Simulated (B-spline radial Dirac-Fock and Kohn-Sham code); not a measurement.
# Nd⁴⁵⁺: core levels and X-ray properties

What does theory give for Nd⁴⁵⁺? The session works out its X-ray form factor and Compton profile, the binding energy of each subshell and how cheaper methods do for the levels.

Method: a free atom or ion on a radial basis; each step names its model; computed with B-spline radial Dirac-Fock and Kohn-Sham code, version 2.

## Step 1: The atom as given

Neodymium as Nd⁴⁵⁺, [Ne] 3s2 3p3.

- nuclear charge: 60
- electrons: 15
- mass number: 142
- nuclear rms radius: 4.9123 fm

## Step 2: Scattering by the electron cloud

Model: Dirac-Fock average of configuration, finite nucleus; form factor of the spherical density, Waller-Hartree incoherent function, impulse-approximation Compton profiles.

Recorded inputs:

```ini
task = scatter
Z = 60
charge = 45
configuration = 1s2 2s2 2p6 3s2 3p3
mass_number = 142
rms_radius = 4.9123  # fm
s = [0.0, 0.05, 0.1, 0.15, 0.2, 0.25, 0.3, 0.35, 0.4, 0.45, 0.5, 0.6, 0.7, 0.8, 0.9, 1.0, 1.1, 1.2, 1.4, 1.6, 1.8, 2.0, 2.5, 3.0, 3.5, 4.0, 5.0, 6.0]  # 1/A
pz = [0, 0.1, 0.2, 0.3, 0.4, 0.5, 0.6, 0.8, 1.0, 1.2, 1.4, 1.6, 1.8, 2.0, 2.5, 3.0, 4.0, 5.0, 7.0, 10.0, 15.0, 20.0, 30.0, 40.0, 60.0, 100.0]  # a.u.
photon_energy = [1000, 2000, 5000, 10000, 50000, 200000, 500000, 1000000]  # eV
```

The program writes no log. Results of the run, from its result record (rounded, main fields):

```text
{
  "status": "converged",
  "form_factor [e]": [15.0, 14.993, 14.97, 14.933, 14.882, 14.816, 14.736, 14.643, 14.536, 14.418, 14.287, 13.993, 13.66, 13.294, 12.902, 12.49, 12.065, 11.633, 10.772, 9.9436, 9.1763, 8.4853, 7.1073, 6.1295, 5.3774, 4.7258, 3.5698, 2.6532],
  "incoherent": [-2.8533e-12, 0.0093192, 0.037196, 0.083387, 0.14749, 0.22897, 0.32711, 0.44112, 0.57004, 0.71286, 0.86844, 1.2131, 1.5941, 2.0013, 2.4248, 2.8555, 3.2854, 3.7079, 4.5109, 5.239, 5.8853, 6.4557, 7.6301, 8.5856, 9.4176, 10.155, 11.361, 12.228],
  "compton_total [1/a.u.]": [0.61204, 0.61195, 0.6117, 0.61127, 0.61067, 0.60991, 0.60898, 0.60661, 0.6036, 0.59994, 0.59567, 0.5908, 0.58536, 0.57937, 0.56222, 0.54238, 0.49696, 0.44781, 0.35404, 0.25166, 0.15979, 0.1042, 0.044439, 0.021174, 0.0063934, 0.0010279],
  "shells": ["1s1/2", "2s1/2", "2p1/2", "2p3/2", "3s1/2", "3p1/2", "3p3/2"],
  "occupation": [2.0, 2.0, 2.0, 4.0, 2.0, 1.0, 2.0],
  "mean_momentum [a.u.]": [57.556, 20.879, 27.613, 25.678, 11.754, 13.94, 13.405],
  "r2 [bohr^2]": 0.40454,
  "r_inverse [1/bohr]": 282.96,
  "r1 [bohr]": 1.9559,
  "coherent [b]": [149.49, 148.91, 144.99, 132.54, 42.52, 5.1853, 0.97436, 0.25538],
  "incoherent_cross_section [b]": [0.0080173, 0.031769, 0.19012, 0.67529, 4.02, 5.1496, 4.1153, 3.1034],
  "radial_jk": {
    "3p": {"j0": [1.0, 0.99883, 0.99531, 0.98948, 0.98136, 0.97101, 0.9585, 0.94391, 0.92731, 0.90883, 0.88856, 0.84319, 0.79225, 0.73691, 0.67836, 0.61783, 0.55649, 0.49545, 0.37824, 0.27286, 0.18371, 0.1129, 0.013205, -0.0050551, 0.014164, 0.039249, 0.061382, 0.050757], "j2": [0.0, 0.00046964, 0.0018743, 0.004201, 0.0074287, 0.011528, 0.016462, 0.022186, 0.028649, 0.035793, 0.043555, 0.060661, 0.079379, 0.099085, 0.11914, 0.13893, 0.15786, 0.1754, 0.20458, 0.22387, 0.23216, 0.2297, 0.18702, 0.12036, 0.059759, 0.019387, -0.0046251, 0.0062406], "r2": 0.063771, "r4": 0.0061606, "r6": 0.00081205}
  }
}
```

Form factor and incoherent function, every second point:

```
s (1/Å)  f (e)  f / N     S(s)
      0  15.00  1.000        0
  0.100  14.97  0.998  0.03720
  0.200  14.88  0.992   0.1475
  0.300  14.74  0.982   0.3271
  0.400  14.54  0.969   0.5700
  0.500  14.29  0.952   0.8684
  0.700  13.66  0.911    1.594
  0.900  12.90  0.860    2.425
   1.10  12.07  0.804    3.285
   1.40  10.77  0.718    4.511
   1.80  9.176  0.612    5.885
   2.50  7.107  0.474    7.630
   3.50  5.377  0.358    9.418
   5.00  3.570  0.238    11.36
```

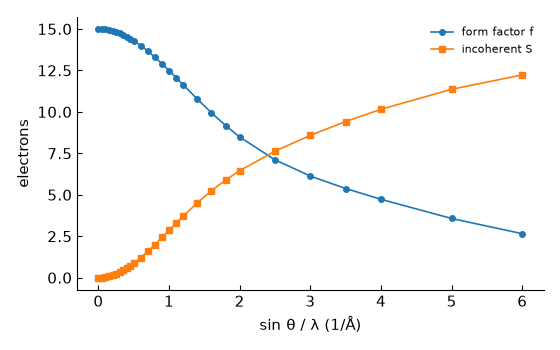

Form factor and incoherent scattering function.

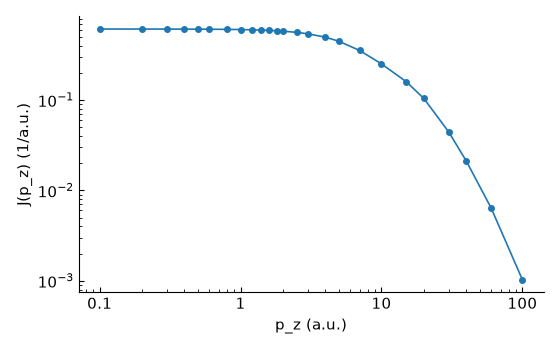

Compton profile, summed over all shells.

## Step 3: Hole states by ΔSCF

Model: Dirac-Fock average of configuration, Delta-SCF, finite nucleus, first-order Breit with its frequency dependence, self-energy and vacuum polarisation.

Settings, as recorded:

```ini
task = binding
```

The program writes no log. Results of the run, from its result record (rounded, main fields):

```text
{
  "status": "converged",
  "shells": ["K", "L1", "L2", "L3", "M1", "M2,3"],
  "total_energy_parts [Ha]": [-7724.69378, 7.87819337, -0.737783605, -0.102764736, 6.40404232, -0.949185119],
  "koopmans [eV]": [46780.5, 10014.4, 9637.6, 9101.88, 3930.0, 3710.94],
  "dirac_coulomb [eV]": [46752.3, 10008.9, "-", 9095.15, 3929.4, 3710.29],
  "gaunt [eV]": [-125.608, -12.9637, "-", -15.3114, -3.15673, -4.24082],
  "retardation [eV]": [9.09119, 0.92077, "-", 2.23432, 0.346463, 0.723728],
  "breit_frequency [eV]": [1.30694, -0.10931, "-", 0.608288, -0.0314511, 0.0921605],
  "self_energy [eV]": [-70.1339, -9.47924, "-", -0.496561, -2.50259, -0.10765],
  "vacuum_polarisation [eV]": [10.7922, 1.35055, "-", -0.060789, 0.342848, -0.0101033],
  "binding [eV]": [46577.7, 9988.6, "-", 9082.13, 3924.4, 3706.74],
  "mean_radius [bohr]": [0.0236146, 0.0989133, 0.0830473, 0.0891408, 0.241647, 0.238006]
}
```

total_energy_parts: Dirac-Coulomb, Gaunt, retardation, frequency dependence, self-energy, vacuum polarisation. Blank entries are hole states that did not converge, or in which two open shells of one symmetry are about equally filled, where the average of configuration falls too low.

The binding energies by parts, in eV; the parts add up.

```
     level       -ε  relaxation    Breit     QED  binding
    K (1s)  46780.5      -28.23  -115.21  -59.34  46577.7
   L1 (2s)  10014.4       -5.51   -12.15   -8.13   9988.6
L3 (2p3/2)   9101.9       -6.73   -12.47   -0.56   9082.1
   M1 (3s)   3930.0       -0.60    -2.84   -2.16   3924.4
 M2,3 (3p)   3710.9       -0.65    -3.42   -0.12   3706.7
```

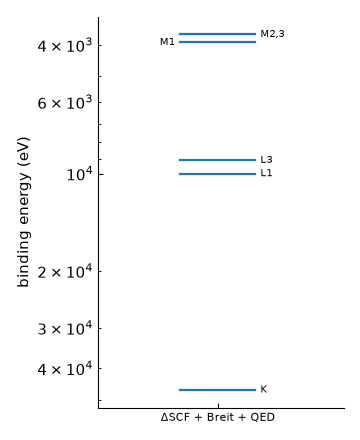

The levels on a logarithmic scale.

## Step 4: The levels by Dirac LDA

Model: Dirac-Kohn-Sham LDA (Slater exchange, VWN correlation), finite nucleus, spherical and without spin polarisation.

Recorded inputs:

```ini
task = binding-ladder
method = lda,vwn
relativity = dirac
```

The program writes no log. Results of the run, from its result record (rounded, main fields):

```text
{
  "status": "converged",
  "shells": ["K", "L1", "L2", "L3", "M1", "M2,3"],
  "minus_eigenvalue [eV]": [46275.0, 9833.7, 9495.93, 8962.8, 3877.56, 3663.98],
  "delta_scf [eV]": [46742.3, 9947.61, 9632.58, 9090.16, 3925.11, 3713.12],
  "total_energy [Ha]": -7718.85497,
  "dirac_fock_binding [eV]": [46577.7, 9988.6, "-", 9082.13, 3924.4, 3706.74]
}
```

Against the Dirac-Fock value with Breit and QED (eV):

```
level       -ε    miss     ΔSCF    miss  Dirac-Fock
    K  46275.0  -302.7  46742.3  +164.6     46577.7
   L1   9833.7  -154.9   9947.6   -41.0      9988.6
   L3   8962.8  -119.3   9090.2    +8.0      9082.1
   M1   3877.6   -46.8   3925.1    +0.7      3924.4
 M2,3   3664.0   -42.8   3713.1    +6.4      3706.7
```

## Step 5: The levels by non-relativistic HF

Model: non-relativistic Hartree-Fock, average of configuration, point nucleus.

The run's settings:

```ini
task = binding-ladder
method = hf
relativity = nr
```

The program writes no log. Results of the run, from its result record (rounded, main fields):

```text
{
  "status": "converged",
  "shells": ["1s", "2s", "2p", "3s", "3p"],
  "minus_eigenvalue [eV]": [44475.1, 9390.14, 9062.69, 3743.54, 3629.84],
  "delta_scf [eV]": [44450.7, 9385.33, 9056.23, 3743.01, 3629.23],
  "total_energy [Ha]": -7398.15571
}
```

Against the Dirac-Fock value with Breit and QED (eV):

```
level       -ε     miss     ΔSCF     miss  Dirac-Fock
   1s  44475.1  -2102.6  44450.7  -2127.0     46577.7
   2s   9390.1   -598.5   9385.3   -603.3      9988.6
   3s   3743.5   -180.9   3743.0   -181.4      3924.4
   3p   3629.8    -76.9   3629.2    -77.5      3706.7
```

Spin-orbit partners are averaged with weights 2j + 1.

## Step 6: Cost and miss by method

| method | level | eigenvalue miss (%) | ΔSCF miss (%) | time |
| --- | --- | --- | --- | --- |
| Dirac LDA | K | -0.65 | +0.35 | 0.39 s |
| non-relativistic HF | 1s | -4.51 | -4.57 | 0.07 s |
| Dirac-Fock + Breit + QED | all | - | reference | 0.82 s |

Times cover the ground state and all hole states of a step, on one thread of a shared host; states solved in an earlier step are reused, and a first call can include compiling.

## Step 7: Summary of results

| quantity | value |
| --- | --- |
| rms radius of the electron cloud | 0.164 bohr |
| form factor halves at | 2.4 1/Å |
| Compton profile at zero | 0.6120 1/a.u. |
| deepest level listed, K (1s) | 46577.7 eV |
| least bound, M2,3 (3p) | 3706.7 eV |
| Kα1 | 37495.6 eV |
| ionisation energy, NIST (theoretical) | 3662.00 eV |
| Dirac LDA, K: eigenvalue / ΔSCF | 46275.0 / 46742.3 eV |
| non-relativistic HF, 1s: eigenvalue / ΔSCF | 44475.1 / 44450.7 eV |

In words: f falls from 15 to half of that at s = 2.4 1/Å. Incoherent scattering outweighs coherent from 500 keV on, among the energies asked. The K (1s) level lies 28.2 eV under Koopmans' value by relaxation alone; Breit gives -115.21 and QED -59.34 eV. NIST's ionisation energy differs by -44.74 eV from the least binding energy; the calculation averages open shells over their j components and terms. Dirac LDA misses the K level by -0.6 % with its eigenvalue and by +0.4 % with ΔSCF. Breit and QED terms, which only the reference holds, shift this level by tenths of a per cent, so the eigenvalue's nearness can be cancellation. Non-relativistic HF misses the 1s level by -4.5 % with its eigenvalue and by -4.6 % with ΔSCF, as relativity is missing. The Hartree-Fock and Dirac-Fock values hold no electron correlation.
